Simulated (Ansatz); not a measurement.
LiHf3As2 (space group P6/mmm, No. 191): coordinates from a relaxation with DFT PBE, scalar-relativistic, plane waves, PAW in Ansatz 0.2.0; the starting structure was generated, so it need not be a known form of this composition.

```
Li Hf As
1.0
     6.41400    0.00000    0.00000
    -3.20700    5.55468    0.00000
     0.00000    0.00000    3.90363
Li Hf As
1 3 2
Direct
  0.00000 0.00000 0.00000
  0.50000 0.00000 0.50000
  0.50000 0.50000 0.50000
  0.00000 0.50000 0.50000
  0.33333 0.66667 0.00000
  0.66667 0.33333 0.00000
```

Bonds are taken as As–Hf below 3 Å and Hf–Hf below 3.6 Å; no other contact counts. The graph is simplified in the usual way: terminal and isolated atoms are pruned, two-connected atoms become edges.

Derive the underlying net.

The result is a binodal (6,8)-connected, three-periodic net: As is a 6-connected node; Hf is an 8-connected node, in the ratio 2:3. Li drops out. It is a single net, without interpenetration.

```csv
node,links,point symbol,coordination sequence
As,6,3⁶·4³·5⁶,6 23 60 101 168 227 330 407
Hf,8,3¹⁰·4⁴·5⁸·6⁶,8 26 58 108 162 242 314 432
```

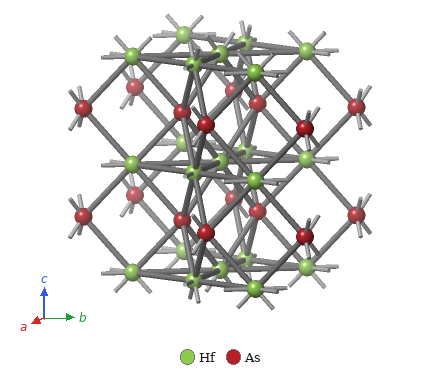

Nodes are coloured by element. Short stubs are edges that leave the cut-out.
